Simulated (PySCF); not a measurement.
System: C5H9FN2Si (SMILES CCn1nc(F)cc1[SiH3]).

The calculation's input:

```
{"job": {"kind": "nmr", "xc": "PBE0", "basis": "pcSseg-1"}, "charge": 0, "multiplicity": 1}
C      2.130059    -0.863588    -0.255084
C      0.921694    -1.058633     0.657270
N      0.109138     0.126101     0.703172
N      0.410364     1.083700     1.573599
C     -0.453663     2.050234     1.333241
F     -0.441968     3.175753     2.044619
C     -1.324448     1.726302     0.293155
C     -0.925885     0.456983    -0.102723
Si    -1.655115    -0.645808    -1.430004
H      1.810552    -0.667048    -1.275862
H      2.721565    -0.021406     0.094545
H      2.750745    -1.755047    -0.246249
H      0.305672    -1.889942     0.306461
H      1.257705    -1.258391     1.677639
H     -2.119293     2.320644    -0.105334
H     -2.624076     0.142544    -2.183451
H     -2.298154    -1.795337    -0.785705
H     -0.583650    -1.120744    -2.310944
```

Launched as:

```sh
OMP_NUM_THREADS=1 python probes_run.py task.json out
```

Geometry: GFN2-xTB.

Level of theory: PySCF 2.14.0, PBE0/pcSseg-1, SCF density, gas phase, non-relativistic.

**Predict the electron density and electron localisation function between the atoms.**

C–N (1.32 Å): ρ is about 2.6 e/Å³ halfway; the ELF peaks at about 0.90 between the atoms; a covalent bond.
N–N (1.33 Å): the density is about 2.6 e/Å³ at the midpoint; the ELF peaks at about 0.90 between the atoms, as expected for localised, covalent bonding.
C–F (1.33 Å): ρ is about 2.4 e/Å³ halfway; the ELF peaks at about 0.85 between the atoms; a polar covalent bond.
C–C (1.39 Å): ρ at the midpoint is about 2.1 e/Å³; the ELF peaks at about 0.95 between the atoms; a covalent bond.

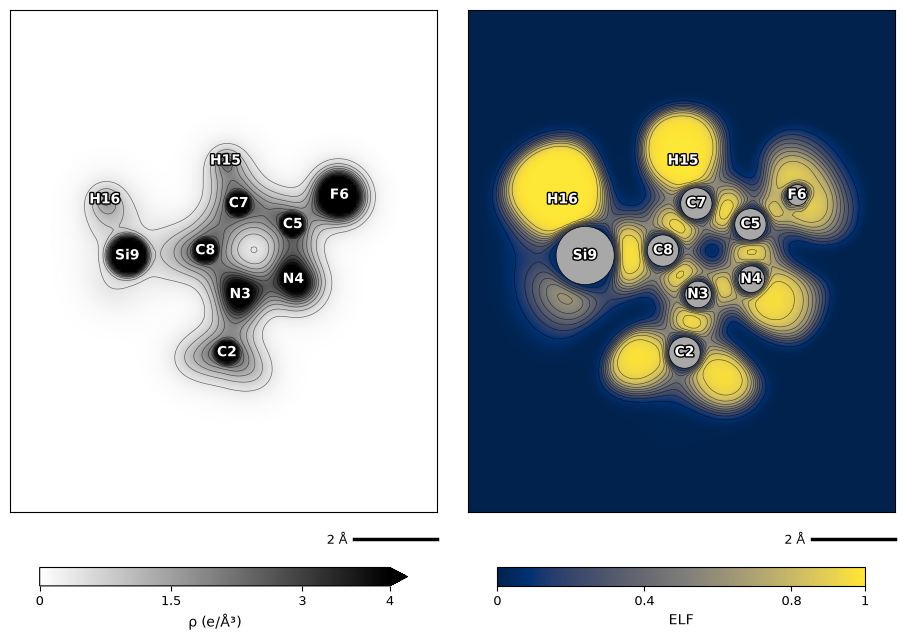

Computed electron density and electron localisation function on the plane of atoms C5, C7 and H15, in this order. Grey discs cover the atomic cores in the ELF map. 
